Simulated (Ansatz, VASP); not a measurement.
# LiCl: VASP beside Ansatz

One calculation is typed for both programs; each brings its own data sets. How far apart do they land? The cell is taken from a series of VASP runs on this material, whose earlier steps may have relaxed, scaled or displaced it; both programs get it as it stands. Other levels of theory on this material are compared in a session of their own. Valence electrons are named where the data sets of a main pair hold unlike numbers.

Calculated with Ansatz 0.2.0; plane waves, with VASP 6.6.1 beside it; band structure at LDA.

## Step 1: The starting structure

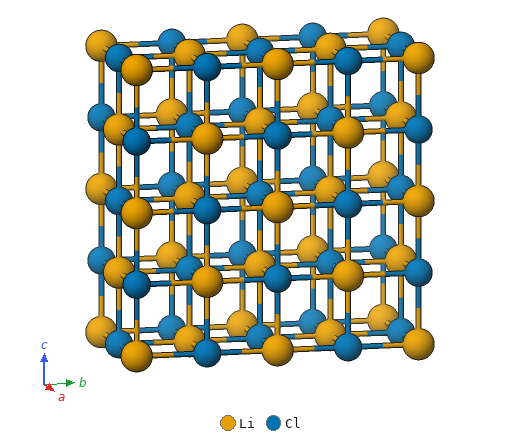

The cell as given, slightly off an axis (lithium orange, chlorine blue). 1×2×2 cells are drawn. This picture shows the conventional cell, with its axes. Some periodic images of atoms are drawn too.

## Step 2: Ansatz: band structure, LDA

Ansatz runs on its default PAW (the set named soft_2) files.

The same path points are solved in both programs, so levels can be compared one by one.

input.yaml

```yaml
crystal:
  lattice:
    - [0.0, 2.4799637091, 2.4799637091]
    - [2.4799637091, 0.0, 2.4799637091]
    - [2.4799637091, 2.4799637091, 0.0]
  atoms:
    - { symbol: Li, position: [0.0, 0.0, 0.0] }
    - { symbol: Cl, position: [0.5, 0.5, 0.5] }
hamiltonian:
  xc: lda
  pseudopotentials: { kind: paw }
kpoints:
  mp_grid: { grid: [8, 8, 8] }
  band_path:
    path:
      - [0.0, 0.0, 0.0]
      - [0.16667, 0.0, 0.16667]
      - [0.33333, 0.0, 0.33333]
      - [0.5, 0.0, 0.5]
      - [0.5, 0.08333, 0.58333]
      - [0.5, 0.18333, 0.68333]
      - [0.5, 0.25, 0.75]
      - [0.45, 0.3, 0.75]
      - [0.40833, 0.34167, 0.75]
      - [0.35, 0.35, 0.7]
      - [0.225, 0.225, 0.45]
      - [0.075, 0.075, 0.15]
      - [0.03333, 0.03333, 0.03333]
      - [0.23333, 0.23333, 0.23333]
      - [0.4, 0.4, 0.4]
      - [0.5, 0.5, 0.5]
      - [0.51667, 0.46667, 0.51667]
      - [0.55833, 0.38333, 0.55833]
      - [0.60833, 0.28333, 0.60833]
      - [0.60833, 0.25, 0.64167]
      - [0.55833, 0.25, 0.69167]
      - [0.51667, 0.25, 0.73333]
      - [0.5, 0.3, 0.7]
      - [0.5, 0.38333, 0.61667]
      - [0.5, 0.48333, 0.51667]
      - [0.475, 0.475, 0.55]
      - [0.425, 0.425, 0.65]
      - [0.38333, 0.38333, 0.73333]
      - [0.59167, 0.18333, 0.59167]
      - [0.55, 0.1, 0.55]
      - [0.5, 0.0, 0.5]
    npoints: 1
scf:
  occupations: { method: gaussian, width: 0.05 }
  n_extra_bands: 7
output:
  forces: true
  stress: true
  eigenvalues: true
```

The run is started by

```sh
$ ansatz run input.yaml --threads 2 --pin off --max-ram 4608MiB --backend cpu --events-out ev --progress --plain --runs-dir out
```

Numbers of over 12 decimals in the logs are rounded to 6 here.

The log of the run:

```text
scf.n_extra_bands = 7 over 5 filled bands (N_el = 10.0): the run solves 12 bands
Engine: ansatz 0.2.0, aarch64-unknown-linux-gnu
Pseudopotentials: kind: paw
Pseudopotential: Li, paw, valence charge 3, recommended cutoff 420 eV (normal), Li.paw.azcp
Pseudopotential: Cl, paw, valence charge 7, recommended cutoff 420 eV (normal), Cl.paw.azcp
Functional definition: SPW92
  exchange = slater_x
  correlation = pw_c
Crystal: 2 atoms, lattice volume = 30.505 Å³
Basis set: ecut = 420 eV, 609 PW (Γ)
Bands: 12, of which v1, the nominal top of the filled ones, is band 5 counted from 1 (4 counted from 0)
Symmetry: 48 space group operations
Space group: Fm-3m (ITA 225), of the structure as read, at distance tolerance 3.1e-5 Å
k-points: 29 of 512
Non-local potential: Li, projectors of the file, l = 0: 3, l = 1: 2, l = 2: 1
Non-local potential: Cl, projectors of the file, l = 0: 2, l = 1: 2, l = 2: 2
PAW form: soft (Blöchl's): semilocal exchange-correlation on the pseudo side does not see the compensation charge
PAW frozen core: Cl, regenerated for the run's functional, and the local potential with it (the file was generated under x = pbe(κ = 0.804, μ = 0.219515), c = pbe(β = 0.066725))
PAW one-centre angular grid: Li, 110 points (default); XC on 64 Gauss nodes
PAW one-centre angular grid: Cl, 110 points (default); XC on 64 Gauss nodes
Initial density: superposition of atomic densities (neutral atoms: chi_scale 0, normalization atom), corrected by the library's trained network
Initial wavefunctions: pseudopotential atomic-orbital guess
Functional: x = slater, c = lda
SCF iter   1: F=—  HF=-1249.484325 eV  |F-HF|=—  |Δ(HF+E_count)|=         —  Δρ=7.20e-3  dr2=1.13e-2  ethr=1.77e-3  ⟨swp⟩=5.0  Hψ=2168  notcnv=0  defer=1
preconditioner: auto → none  [insulator: Δε(μ)=6.425 eV  Ē_g=17.022 eV  σ=0.050 eV  W_gap=1.00  n_scr=8 (ndim 8)  ℏωp=19.0 eV  f_vac=0.000  D(μ)=0.00/eV (n_scr^D=0)  ε∞_Penn≈2.2]
SCF iter   2: F=—  HF=-1249.477440 eV  |F-HF|=—  |Δ(HF+E_count)|=   6.88e-3  Δρ=3.15e-3  dr2=1.27e-3  ethr=1.13e-4  ⟨swp⟩=2.9  Hψ=757  notcnv=0  defer=58
SCF iter   3: F=—  HF=-1249.476420 eV  |F-HF|=—  |Δ(HF+E_count)|=   1.02e-3  Δρ=5.79e-4  dr2=1.18e-4  ethr=1.27e-5  ⟨swp⟩=2.0  Hψ=417  notcnv=0  defer=58
SCF iter   4: F=—  HF=-1249.476379 eV  |F-HF|=—  |Δ(HF+E_count)|=   4.10e-5  Δρ=9.75e-5  dr2=1.30e-6  ethr=1.18e-6  ⟨swp⟩=2.4  Hψ=389  notcnv=0  defer=58
SCF iter   5: F=—  HF=-1249.476377 eV  |F-HF|=—  |Δ(HF+E_count)|=   2.13e-6  Δρ=5.23e-6  dr2=8.93e-9  ethr=1.30e-8  ⟨swp⟩=2.4  Hψ=424  notcnv=0  defer=58
SCF iter   6: F=-1249.476377 eV  HF=-1249.476377 eV  |F-HF|=3.18e-12  |Δ(HF+E_count)|=   2.53e-9  Δρ=5.44e-7  dr2=2.50e-11  ethr=8.93e-11  ⟨swp⟩=5.1  Hψ=1511  notcnv=0
SCF 1 converged in 6 iterations: F = -1249.476377 eV  dr2 = 2.50e-11
  greatest PAW one-centre occupation: 1.000 electrons in one spin orbital (limit 2), on the Li atom at site 0 (counted from 0), in its partial waves of l = 0
NSCF: frozen V_eff on 31 k-points
SCF converged after 6 iterations
Free energy (F): -1249.476377 eV
Harris-Foulkes:  -1249.476377 eV  (|F-HF|=3.18e-12)
Internal energy: -1249.476377 eV  (E = F + TS)
E sigma→0 (E₀):  -1249.476377 eV
Fermi energy:    5.666196 eV
--- Per-component energies (eV) ---
  E_band       = -95.605099
  E_kinetic    = 184.475526
  E_local      = -304.192166  (includes V_loc(G=0)·N_el)
  E_nonlocal   = -2.698341
  E_hartree    = 86.615598
  E_xc         = -117.539208
  E_vxc        = -136.616601  (∫ρ·V_xc dr)
  E_paw        = -643.878545  (= ΣΔE_a)
  E_vpaw       = -9.804851  (= ΣTr[D̂ρ^β])
  E_aug_tail   = 0.000110  (compensation charges beyond the density's cutoff)
  E_ewald      = -452.449842
  E_core_change = 0.190492  (= ΣΔE_core)
  E_smearing   = -0.000000  (= −TS)
  E_closure    = 0.000000  (closes the sum)
  Σ components = -1249.476377   (vs F -1249.476377, Δ=0.00e0)
--- Forces (eV/Å), atoms counted from 1 ---
  atom   1  Li    -0.00000000     0.00000000    -0.00000000
  atom   2  Cl     0.00000000     0.00000000     0.00000000
  max |Σ_I F_I| component: 9.78e-30 eV/Å
--- Stress (GPa, compression-positive) ---
        0.110872      -0.000000       0.000000
       -0.000000       0.110872       0.000000
        0.000000      -0.000000       0.110872
  P = ⅓ Tr σ = 0.1109 GPa (1.109 kbar)
--- Band table (eV; the first three rows and the last of 29) ---
  k-point 0: bands = [... 1 lower, -11.3172, 2.4207, 2.4207, 2.4207, 9.0342, 14.0563, 14.0563, 14.0563, ... 3 higher]
  k-point 1: bands = [... 1 lower, -11.2227, 1.7970, 2.3707, 2.3707, 9.4943, 13.3416, 14.0142, 14.0142, ... 3 higher]
  k-point 2: bands = [... 1 lower, -10.9788, 0.5551, 2.2580, 2.2580, 9.6586, 12.8501, 12.8501, 13.5494, ... 3 higher]
  k-point 28: bands = [... 1 lower, -10.2638, -0.1653, -0.1653, 1.1502, 12.0629, 12.4294, 12.8458, 12.8458, ... 3 higher]
```

It took 1.2 s on 2 threads of Arm Neoverse N1, shared host; peak memory 0.25 GiB; 1.8 s of CPU time.

## Step 3: VASP: band structure, LDA

The same cell, functional (in two slightly different forms), mesh and smearing now go to VASP, with its own data sets.

Lines of VASP's logs that name or quote its potential files are left out, and so is its time.

INCAR

```
SYSTEM = LiCl
PREC = Accurate
ENCUT = 650
EDIFF = 1E-06
NELM = 100
ISMEAR = 0
SIGMA = 0.05
LREAL = .FALSE.
ALGO = Normal
GGA = CA
NBANDS = 17
LORBIT = 11
LWAVE = .FALSE.
LCHARG = .FALSE.
KPAR = 2
```

POSCAR

```
LiCl
1.0
    0.0000000000      2.4799637091      2.4799637091
    2.4799637091      0.0000000000      2.4799637091
    2.4799637091      2.4799637091      0.0000000000
Li Cl
1 1
Direct
    0.0000000000      0.0000000000      0.0000000000
    0.5000000000      0.5000000000      0.5000000000
```

KPOINTS

```
Automatic mesh
0
Gamma
8 8 8
0 0 0
```

KPOINTS_OPT

```
Line mode
16
Line-mode
Reciprocal
  0.00000000   0.00000000   0.00000000 GAMMA
  0.50000000   0.00000000   0.50000000 X

  0.50000000   0.00000000   0.50000000 X
  0.50000000   0.25000000   0.75000000 W

  0.50000000   0.25000000   0.75000000 W
  0.37500000   0.37500000   0.75000000 K

  0.37500000   0.37500000   0.75000000 K
  0.00000000   0.00000000   0.00000000 GAMMA

  0.00000000   0.00000000   0.00000000 GAMMA
  0.50000000   0.50000000   0.50000000 L

  0.50000000   0.50000000   0.50000000 L
  0.62500000   0.25000000   0.62500000 U

  0.62500000   0.25000000   0.62500000 U
  0.50000000   0.25000000   0.75000000 W

  0.50000000   0.25000000   0.75000000 W
  0.50000000   0.50000000   0.50000000 L

  0.50000000   0.50000000   0.50000000 L
  0.37500000   0.37500000   0.75000000 K

  0.62500000   0.25000000   0.62500000 U
  0.50000000   0.00000000   0.50000000 X
```

The projector-augmented-wave data sets are Li_sv and Cl (LDA family, release 64).

The run is started by

```sh
$ mpirun -np 2 vasp_std
```

The log of the run:

```text
[banner, memory and clock lines left out]
running    2 mpi-ranks, on    1 nodes
 distrk:  each k-point on    1 cores,    2 groups
 distr:  one band on    1 cores,    1 groups

 POSCAR found type information on POSCAR LiCl
 POSCAR found :  2 types and       2 ions
 LDA part: xc-table for (Slater(with rela. corr.)+CA(PZ))
 , standard interpolation
 POSCAR, INCAR and KPOINTS ok, starting setup
 FFT: planning ... GRIDC
 FFT: planning ... GRID_SOFT
 FFT: planning ... GRID
 WAVECAR not read
 entering main loop
       N       E                     dE             d eps       ncg     rms          rms(c)
DAV:   1     0.398519059252E+02    0.39852E+02   -0.44921E+03   986   0.643E+02
DAV:   2    -0.597320272525E+01   -0.45825E+02   -0.43422E+02  1318   0.129E+02
DAV:   3    -0.812982757692E+01   -0.21566E+01   -0.21474E+01  1313   0.260E+01
DAV:   4    -0.816481887450E+01   -0.34991E-01   -0.34986E-01  1288   0.337E+00
DAV:   5    -0.816524859144E+01   -0.42972E-03   -0.42970E-03  1362   0.333E-01    0.253E+00
DAV:   6    -0.810306979809E+01    0.62179E-01   -0.81668E-02  1316   0.105E+00    0.174E+00
DAV:   7    -0.809565383575E+01    0.74160E-02   -0.24307E-02  1463   0.637E-01    0.850E-01
DAV:   8    -0.809545001412E+01    0.20382E-03   -0.24128E-03  1368   0.257E-01    0.178E-01
DAV:   9    -0.809540115975E+01    0.48854E-04   -0.11195E-04  1287   0.558E-02    0.355E-02
DAV:  10    -0.809540651519E+01   -0.53554E-05   -0.85648E-06  1306   0.152E-02    0.297E-03
DAV:  11    -0.809540659427E+01   -0.79071E-07   -0.15060E-06  1042   0.501E-03
   1 F= -.80954066E+01 E0= -.80954066E+01  d E =-.113314E-23
 Start KPOINTS_OPT (optional k-point list driver)
k-point batch [1-29\160]
       N       E                     dE             ncg
DAV:   1    -0.174783405091E+04   -0.11558E+05      986
DAV:   2    -0.303655155124E+04   -0.12887E+04     1314
DAV:   3    -0.310122077737E+04   -0.64669E+02     1334
DAV:   4    -0.310241591339E+04   -0.11951E+01     1379
DAV:   5    -0.310243074501E+04   -0.14832E-01     1367
DAV:   6    -0.310243100002E+04   -0.25501E-03     1349
DAV:   7    -0.310243100496E+04   -0.49420E-05     1349
DAV:   8    -0.310243100507E+04   -0.10876E-06     1007
[...]
k-point batch [146-160\160]
       N       E                     dE             ncg
DAV:   1     0.543620669819E+04   -0.79408E+04      510
DAV:   2     0.479317793656E+04   -0.64303E+03      698
DAV:   3     0.476188915064E+04   -0.31289E+02      653
DAV:   4     0.476138969835E+04   -0.49945E+00      739
DAV:   5     0.476138526047E+04   -0.44379E-02      694
DAV:   6     0.476138524438E+04   -0.16090E-04      771
DAV:   7     0.476138524422E+04   -0.16493E-06      590
```

Parts of OUTCAR (step 3):

```text
ion  position               nearest neighbor table
   1  0.000  0.000  0.000-   2 2.48   2 2.48   2 2.48   2 2.48   2 2.48   2 2.48
   2  0.500  0.500  0.500-   1 2.48   1 2.48   1 2.48   1 2.48   1 2.48   1 2.48

  LATTYP: Found a face centered cubic cell.
 ALAT       =     4.9599274182

 Subroutine GETGRP returns: Found 48 space group operations
 (whereof 48 operations were pure point group operations)

The static configuration has the point symmetry O_h .

 Found     29 irreducible k-points:

   k-points           NKPTS =     29   k-points in BZ     NKDIM =     29   number of bands    NBANDS=     17

   dimension x,y,z NGX =    30 NGY =   30 NGZ =   30
   dimension x,y,z NGXF=    60 NGYF=   60 NGZF=   60

   ENCUT  =  650.0 eV  47.77 Ry    6.91 a.u.   7.29  7.29  7.29*2*pi/ulx,y,z

   NELECT =      10.0000    total number of electrons

 k-points in reciprocal lattice and weights: Automatic mesh
   0.00000000  0.00000000  0.00000000       0.002
   0.12500000  0.00000000  0.00000000       0.016
   0.25000000  0.00000000  0.00000000       0.016
   0.37500000  0.00000000  0.00000000       0.016
   0.50000000  0.00000000  0.00000000       0.008
   0.12500000  0.12500000  0.00000000       0.012
   0.25000000  0.12500000  0.00000000       0.047
   0.37500000  0.12500000  0.00000000       0.047
   0.50000000  0.12500000  0.00000000       0.047
[...]
-0.37500000  0.50000000  0.12500000       0.023
  -0.25000000  0.50000000  0.25000000       0.012

 average (electrostatic) potential at core
       1 -63.8948       2 -95.9348

 E-fermi :   1.6141

 k-point     1 :       0.0000    0.0000    0.0000
  band No.  band energies     occupation
      1     -41.0606      2.00000
      2     -12.4423      2.00000
      3       1.2717      2.00000
      4       1.2717      2.00000
      5       1.2717      2.00000
      6       7.9026      0.00000
      7      13.0868      0.00000
      8      13.0868      0.00000
      9      13.0868      0.00000
     10      15.9635      0.00000
    ...

 k-point     2 :       0.1250    0.0000    0.0000
  band No.  band energies     occupation
      1     -41.0600      2.00000
      2     -12.3473      2.00000
      3       0.6483      2.00000
      4       1.2217      2.00000
      5       1.2217      2.00000
      6       8.3609      0.00000
      7      12.3104      0.00000
      8      13.0168      0.00000
      9      13.0168      0.00000
     10      14.3828      0.00000
    ...

 k-point     3 :       0.2500    0.0000    0.0000
  band No.  band energies     occupation
      1     -41.0579      2.00000
      2     -12.1019      2.00000
      3      -0.5941      2.00000
      4       1.1087      2.00000
      5       1.1087      2.00000
      6       8.5322      0.00000
      7      11.8036      0.00000
      8      11.8036      0.00000
      9      12.4676      0.00000
     10      15.2953      0.00000
    ...

  Total        0.0026612      0.0026612      0.0026612      0.0000000      0.0000000      0.0000000
  in kB        0.1397703      0.1397703      0.1397703      0.0000000      0.0000000      0.0000000
  external PRESSURE =       0.1397703 kB  Pullay stress =       0.0000000 kB

  energy-cutoff  :      650.00
  volume of cell :       30.50
      direct lattice vectors                 reciprocal lattice vectors
     0.000000000  2.479963709  2.479963709    -0.201615854  0.201615854  0.201615854
     2.479963709  0.000000000  2.479963709     0.201615854 -0.201615854  0.201615854
     2.479963709  2.479963709  0.000000000     0.201615854  0.201615854 -0.201615854

 POSITION                                       TOTAL-FORCE (eV/Angst)
 -----------------------------------------------------------------------------------
      0.00000      0.00000      0.00000         0.000000     -0.000000      0.000000
      2.47996      2.47996      2.47996        -0.000000      0.000000     -0.000000
 -----------------------------------------------------------------------------------
    total drift:                               -0.000000     -0.000000      0.000000

  FREE ENERGIE OF THE ION-ELECTRON SYSTEM (eV)
  ---------------------------------------------------
  free  energy   TOTEN  =        -8.0954065943 eV

  energy  without entropy=       -8.0954065943  energy(sigma->0) =       -8.09540659

 total charge
# of ion       s       p       d       tot
------------------------------------------
    1        2.010   0.057   0.000   2.067
    2        1.585   3.579   0.000   5.164
--------------------------------------------------
tot          3.596   3.636   0.000   7.232

[... 3 further parts left out ...]
```

The run ends at a pressure of 0.01 GPa.

## Step 4: Side by side

Known differences besides the potentials themselves: the two LDA forms differ slightly; the cutoff is 420 eV in Ansatz and 650 eV in VASP; VASP's log shows a relativistic correction to its local exchange, Ansatz's none. Total energies have different zeros and are not compared.

Compared:

| quantity | Ansatz | VASP | difference |
| --- | --- | --- | --- |
| pressure (GPa) | 0.11 | 0.01 | +0.10 |
| gap over the path points (eV) | 6.485 | 6.510 | -0.025 |

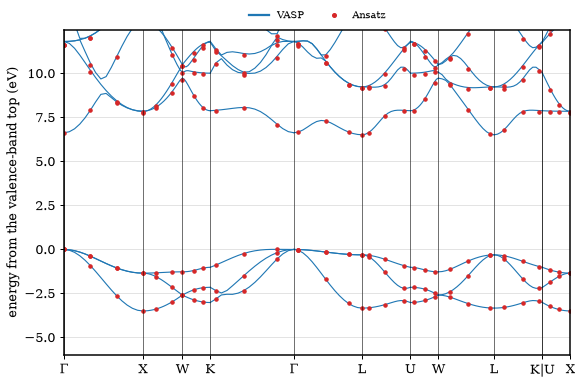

Bands from VASP (lines) and levels from Ansatz (dots). Dots without a line are higher empty bands that the VASP plot leaves out.

Levels at points of the path, from each program's valence-band top (eV; 3 filled, then empty):

```csv
k (reciprocal lattice),Ansatz,VASP
0.000 0.000 0.000,-0.01 -0.01 -0.01 6.61 11.63 11.63,-0.01 -0.01 -0.01 6.62 11.81 11.81
0.167 0.000 0.167,-0.92 -0.39 -0.39 7.89 10.07 10.49,-0.92 -0.39 -0.39 7.90 10.18 10.59
0.333 0.000 0.333,-2.63 -1.05 -1.05 8.31 8.38 10.93,-2.63 -1.05 -1.05 8.38 8.45 10.94
0.500 0.000 0.500,-3.50 -1.35 -1.35 7.77 7.79 12.98,-3.50 -1.35 -1.35 7.83 7.86 12.98
0.500 0.083 0.583,-3.39 -1.55 -1.33 8.01 8.15 12.61,-3.39 -1.55 -1.33 8.08 8.22 12.64
0.500 0.183 0.683,-2.99 -2.15 -1.29 8.87 9.38 11.04,-2.99 -2.15 -1.29 8.94 9.46 11.12
0.500 0.250 0.750,-2.59 -2.59 -1.28 9.64 10.00 10.42,-2.60 -2.60 -1.28 9.72 10.06 10.49
0.450 0.300 0.750,-2.86 -2.30 -1.20 8.71 10.01 10.77,-2.86 -2.31 -1.20 8.78 10.09 10.85
0.408 0.342 0.750,-2.99 -2.18 -1.07 8.01 9.94 11.46,-2.99 -2.18 -1.07 8.07 10.03 11.55
0.350 0.350 0.700,-2.82 -2.34 -0.89 7.85 10.50 11.19,-2.82 -2.34 -0.89 7.90 10.59 11.29
```

Among the levels compared at these points, filled levels agree within 4 meV and empty ones within 180 meV.

## Step 5: What came out

```json
{
  "largest difference of a filled level at the path points (band structure, LDA)": "4.1 meV"
}
```

The largest difference of a filled level at the path points is 4.1 meV (band structure, LDA), within the 80 meV picked in this series as the mark of a large difference. 5 further runs of this series are not shown here. Such differences can come from data sets, numerical settings and the points named under the comparisons, not from the functional's error against experiment.

[Lines on the potential files, build, host, timing and source positions are cut from VASP's logs without a mark.]

[Logs are printed without paths, hosts, clocks, repeated set-up lines and the standing remarks that a program may print on its own settings, such as how far it seeks lower states.]

[Hosts, paths, dates, database ids (printed as entryN), source tags and the programs' standing remarks are cut or masked in the printed files.]
